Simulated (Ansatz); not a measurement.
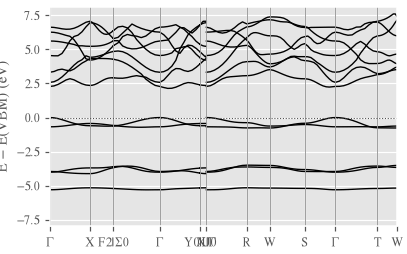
Figure: Band structure from r²SCAN in the plane-wave PAW code Ansatz

### Question
Read off the gap and where the band edges lie.

### Answer
About 2.1 eV (2.13 eV by a search for the band edges); maximum at Γ, minimum on the Γ–Y0 line, 24 % of the way from Γ.

The material is Cs2O2 in space group Immm (No. 71; Cs on 4i, O on 4g).

The first step of the workflow began from a Materials Project structure, measured or hypothetical; the Crystallography Open Database copy checked does not list it. Whether it is the stable phase at ambient conditions was not checked. Symmetry was held in the r²SCAN relaxation; whether a distortion lowers the energy is not shown. Scalar-relativistic: spin–orbit coupling is off unless named, which matters more the heavier the elements.

Potentials: the later of the program's two PAW sets.
